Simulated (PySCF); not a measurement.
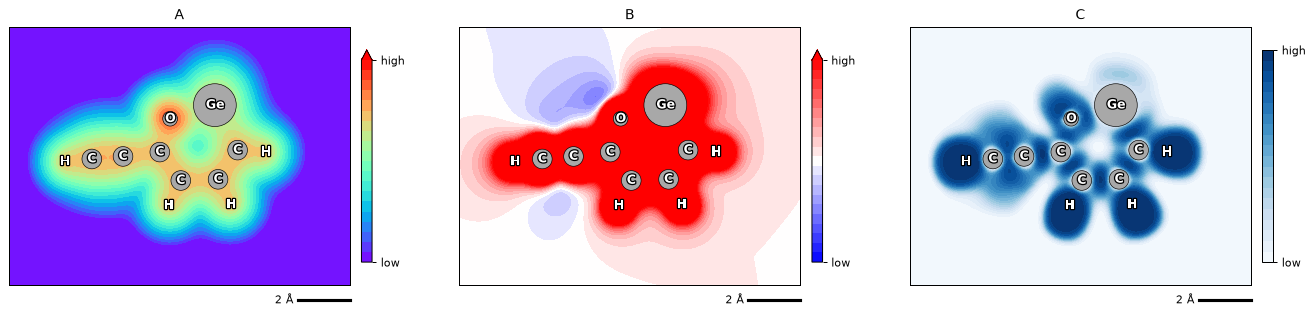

C6H6GeO (SMILES C#CC1=CC=[CH][GeH2][O]1): 3 fields on the plane of atoms C3, O8 and Ge7, with unlabelled colour scales. Grey discs cover the atomic cores.

Geometry: GFN2-xTB.

Theory: PBE0/def2-SVPD, SCF density, gas phase in PySCF.

Match the panels to the quantities (electron density, electron localisation function and electrostatic potential).

Panel A: electron density. Panel B: electrostatic potential (strongly positive close to the atoms, with negative regions outside electron-rich atoms). Panel C: electron localisation function. From the grid: C–C (1.20 Å): the density is about 2.7 e/Å³ at the midpoint; the ELF peaks at about 0.85 between the atoms: a multiple bond. C–O (1.34 Å): the density is about 2.4 e/Å³ at the midpoint; the ELF peaks at about 0.90 between the atoms, as expected for a shared but strongly polarised pair.
